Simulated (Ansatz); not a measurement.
**C5H3F: geometry optimisation**

Wanted for C5H3F: a geometry optimisation.

Program: Ansatz 0.2.0, driven from Python. Level of theory: r2SCAN/cc-pVDZ. These are calculated values, not measurements.

### Step 1. The system

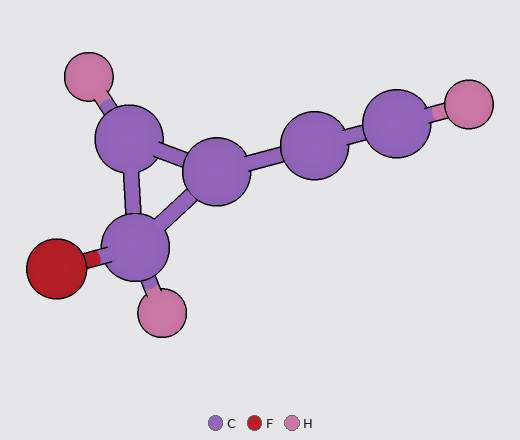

The starting structure, viewed from a chosen angle; carbon purple, fluorine red, hydrogen pink.

No structure file is read: the coordinates are typed or built in the script.

### Step 2. The code

opt_c5h3f.py reads:

```python
import warnings

import ansatz
import numpy as np

GEOMETRY = """
C     1.70680    1.43020    1.32620
C     0.88960    0.79930    0.70430
C    -0.08310    0.04820   -0.03600
C    -1.42620   -0.11250   -0.55060
C    -0.43890   -1.06770   -0.79350
F    -0.59400   -2.21100   -0.03360
H     2.42440    1.98420    1.87230
H    -2.44080    0.24440   -0.66220
H    -0.03780   -1.11510   -1.82670
"""

warnings.simplefilter("ignore", ansatz.DeckWarning)

molecule = ansatz.Crystal.molecule()
for line in GEOMETRY.strip().splitlines():
    symbol, *xyz = line.split()
    molecule = molecule.atom(symbol, [float(v) for v in xyz])

job = (
    molecule.calculation()
    .basis(gaussian="cc-pVDZ")
    .functional("r2scan")
)
symbols = [site.symbol for site in molecule.cartesian_sites]
start = np.array([site.position_ang for site in molecule.cartesian_sites], dtype=float)
report = job.relax(force_tolerance=0.01).run().report
end = np.array(report["positions_ang"])

print(f"E = {report['free_energy_ev']:.6f} eV = {report['free_energy_ev'] / 27.211386246:.7f} Ha")
print("converged:", report["converged"], " doubts:", report["published_state_doubts"] or "none")

print("bond        before    after (A)")
for i, j in [(0, 1), (0, 6), (1, 2), (2, 3), (2, 4), (3, 4), (3, 7), (4, 5), (4, 8)]:
    d0, d1 = (np.linalg.norm(xyz[i] - xyz[j]) for xyz in (start, end))
    print(f"{symbols[i]}{i}-{symbols[j]}{j}".ljust(10), f"{d0:8.4f} {d1:8.4f}")
for i, j, k in [(1, 0, 6), (0, 1, 2), (1, 2, 3), (1, 2, 4), (3, 2, 4), (2, 3, 4), (2, 3, 7), (4, 3, 7)]:
    u, v = end[i] - end[j], end[k] - end[j]
    print(f"angle {symbols[i]}{i}-{symbols[j]}{j}-{symbols[k]}{k}: {np.degrees(np.arccos(np.clip(u @ v / np.linalg.norm(u) / np.linalg.norm(v), -1, 1))):.2f} deg")

charges = report["charge_distribution"]
print("dipole moment", round(4.803205 * float(np.linalg.norm(charges["dipole_moment_e_ang"])), 3), "D")
print("Mulliken:", [(s, round(q, 3)) for s, q in zip(symbols, charges["mulliken_charges_e"])])
with open("c5h3f_opt.xyz", "w") as handle:
    handle.write(f"{len(symbols)}\nrelaxed C5H3F\n")
    handle.writelines(f"{s:2s} {x:11.6f} {y:11.6f} {z:11.6f}\n" for s, (x, y, z) in zip(symbols, end))
```

### Step 3. The input behind the calls

The engine receives this input:

```yaml
crystal:
  periodic: [false, false, false]
  atoms:
    - { symbol: C, position_ang: [1.7068, 1.4302, 1.3262] }
    - { symbol: C, position_ang: [0.8896, 0.7993, 0.7043] }
    - { symbol: C, position_ang: [-0.0831, 0.0482, -0.036] }
    - { symbol: C, position_ang: [-1.4262, -0.1125, -0.5506] }
    - { symbol: C, position_ang: [-0.4389, -1.0677, -0.7935] }
    - { symbol: F, position_ang: [-0.594, -2.211, -0.0336] }
    - { symbol: H, position_ang: [2.4244, 1.9842, 1.8723] }
    - { symbol: H, position_ang: [-2.4408, 0.2444, -0.6622] }
    - { symbol: H, position_ang: [-0.0378, -1.1151, -1.8267] }
basis:
  gaussian:
    orbitals: cc-pVDZ
hamiltonian:
  xc: r2scan
relax:
  f_tol: 0.01
```

### Step 4. Running it

Launch:

```
$ python opt_c5h3f.py
```

Q: Predict the main results. Wanted: total energy; dipole moment; moves of the relaxation; energy gained; last largest force component.

As calculated:

| quantity | value |
| --- | --- |
| total energy | -7942.2990 eV |
| dipole moment | 1.92 D |
| moves of the relaxation | 9 |
| energy gained | 0.951 eV |
| last largest force component | 0.0072 eV/Å |

**Reading.** After 9 moves the largest shift is 0.185 Å, of atom 9 (H). The end point is the stationary point reached from this start; no frequency run checks that it is a minimum, and the basis set is modest.
